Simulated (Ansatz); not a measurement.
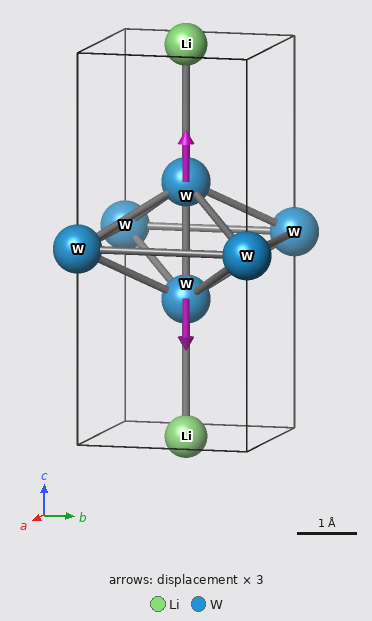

This is a relaxation of a crystal of LiW$_{3}$ (a generated structure, set up in P4/mmm) (coarse preliminary run). The starting structure is drawn; purple arrows show the displacements (the part carried along by the change of the cell is left out), 3 times their true length.

A ball-and-stick model of the cell of the calculation, seen slightly off an axis.

Level of theory: DFT PBE, scalar-relativistic, plane waves, PAW in Ansatz 0.2.0.

Input
```yaml
crystal:
  lattice:
    - [2.99595214, 0.0, 0.0]
    - [0.0, 2.99595214, 0.0]
    - [0.0, 0.0, 6.74672531]
  atoms:
    - { symbol: Li, position: [0.5, 0.5, 0.0] }
    - { symbol: W, position: [0.5, 0.5, 0.64949449] }
    - { symbol: W, position: [0.5, 0.5, 0.35050551] }
    - { symbol: W, position: [0.0, 0.0, 0.5] }
basis:
  ecutwfc: 420
kpoints:
  mp_grid: { grid: [6, 6, 4] }
hamiltonian:
  xc: pbe
scf:
  occupations: { method: gaussian, width: 0.1 }
  lower_state_search: "off"
output:
  forces: true
  stress: true
  eigenvalues: true
relax:
  adjacent_minimum: "off"
  f_tol: 0.04
  max_steps: 70
  cell: { stress_tol: 0.4 }
```

Command:
```bash
ansatz run input.yaml --threads 1 --pin off --max-ram 2560MiB --backend cpu --events-out ev --progress --plain --runs-dir out
```

Which element moves most?

Answer. Tungsten: up to 0.30 Å, against 0.00 Å for lithium.

What happened in the run?

Answer. After 12 accepted moves (14 points after the start) the energy has fallen by 2415 meV per atom. The largest force component goes from 21 to 0.01 eV/Å. The pressure goes from 125.77 to 0.09 GPa. The SCF was repeated twice at an unchanged geometry on a basis and grid sized afresh for the cell, which shifted the energy by 31.4 meV per atom at most. The largest moves relative to the cell, 0.30 Å, are those of W2 and W3. W2 goes along +c. Li stays in place. The drawn cell changes as follows: a = b 2.996 → 2.985 Å (−0.4 %), c 6.747 → 9.007 Å (+33.5 %); the volume changes by +32.5 %. Some distances before and after: W2–W3 2.017 → 3.292 Å, Li1–W2 2.365 → 2.857 Å, W2–W4 2.346 → 2.677 Å, Li1–Li1 2.996 → 2.985 Å. Bonds break, among them: W2–W3 (2.02 → 3.29 Å). The space group stays P4/mmm (No. 123).
